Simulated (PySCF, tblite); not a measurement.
# C₄H₆NOSi radical: geometry, infrared bands and EPR parameters

Wanted: the infrared bands and EPR parameters of C₄H₆NOSi radical (`N#C[Si@@H]1[CH]COC1`), by calculation.

Computed with tblite 0.8.0 and PySCF 2.14.0, with density-fitted response routines of our own, on a single molecule in the gas phase. Atoms count from 0, in the outputs and in this text.

**1. Starting geometry**

13 atoms, charge 0, multiplicity 2; geometry from: force field or distance geometry start.

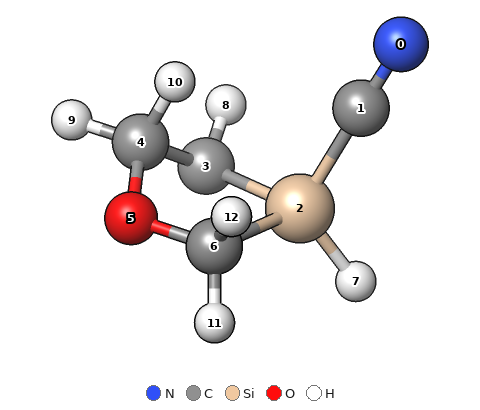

As it starts; nitrogen blue, carbon grey, silicon light orange, oxygen red, hydrogen white, atoms numbered.

**2. Geometry optimisation with GFN2-xTB**

The job: settings as JSON, then the geometry in Å.

```
{"job": {"kind": "relax", "xc": "GFN2-xTB", "basis": "xTB"}, "charge": 0, "multiplicity": 2}
N      2.318000    -1.744700    -1.189900
C      1.787500    -0.967100    -0.533300
Si     0.977100     0.246100     0.518500
C     -0.507500    -0.600300     1.282200
C     -1.390100    -0.407100     0.068200
O     -1.376100     0.921800    -0.275500
C     -0.107800     1.370800    -0.567200
H      1.823400     0.947400     1.433600
H     -0.337700    -1.665500     1.515200
H     -2.431200    -0.730900     0.227200
H     -0.924600    -1.073500    -0.716200
H     -0.015900     2.399200    -0.168800
H      0.180700     1.304200    -1.611600
```

Started as:

```console
OMP_NUM_THREADS=1 python probes_run.py task.json out
```

One launch serves the whole session: the jobs run in the order shown.

**Question.** This job is followed by: GFN2-xTB harmonic vibrations, gas phase; UKS B3LYP, pcH-1 on C H N O Si, non-relativistic, mean-field spin-orbit, GIAO. What will the session give for the following? strongest single infrared mode (GFN2-xTB); zero-point energy (GFN2-xTB); g(iso) (B3LYP); ⟨S²⟩; largest a(iso); potential on the surface of density 0.002 e/bohr³, 1st and 99th percentile.

**Answer**, as computed:

| quantity | value |
| --- | --- |
| strongest single infrared mode (GFN2-xTB) | 2241 cm⁻¹, 280 km/mol |
| zero-point energy (GFN2-xTB) | 55.5 kcal/mol |
| g(iso) (B3LYP) | 2.00264 |
| ⟨S²⟩ | 0.754 (exact 0.75) |
| largest a(iso) | 1H on H10, 151.2 MHz |
| potential on the surface of density 0.002 e/bohr³, 1st and 99th percentile | -1.65 V and 1.58 V |

The optimisation took 96 steps and gained 0.910 eV; among the close pairs (by a distance rule), C1–Si2 changed most, from 1.799 to 1.871 Å. All 33 modes are real, so the xTB geometry is a minimum. The strongest single mode, at 2241 cm⁻¹, moves mainly H7. GFN2-xTB is a fitted tight-binding method: band positions and strengths are rough. Its intensities can rank the bands wrongly. Most of the unpaired spin sits on C3 (0.97 e). The isotropic g lies 0.3 ppt above the free-electron value. The conformer search found further structures of the same energy, which may be mirror or relabelled copies of this one.
